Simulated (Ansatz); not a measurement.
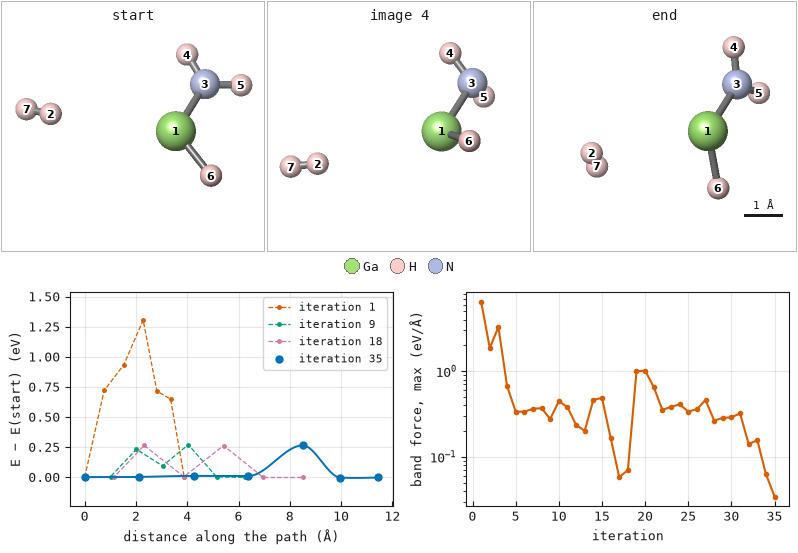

A nudged-elastic-band calculation for GaNH5 (multiplicity 2), made up at the start of GaNH3 and H2. Images are numbered from 0 (start) to 6 (end). The plot follows the band through its iterations. The picture is a ball-and-stick view, seen at a tilt.

The calculation used UKS B3LYP-D4/def2-TZVP in Ansatz 0.2.0. Settings: 5 movable images; climbing image; force threshold 0.05 eV/Å; iteration limit 60; starting path through a guess of the saddle point.

> How did the profile develop, and is the result final?

The result is final at these settings. The band converged in 35 iterations. The largest component of the band force went from 6.5 to 0.034 eV/Å. The climbing image converged on the top of the path. Its vibrational analysis gives one imaginary mode (403i cm⁻¹), as a transition state must have. The first iteration put the highest image at 1.304 eV. The barrier is about 0.264 eV in both directions, with image 4 at the top; the ends have nearly the same energy.

Limits of the set-up: the start holds two separate molecules, 3.5 Å apart at their closest, whose relative position is a soft coordinate.

The run took 3.9 min on 4 threads of Arm Neoverse V1, on a shared host, peak memory 0.24 GiB.
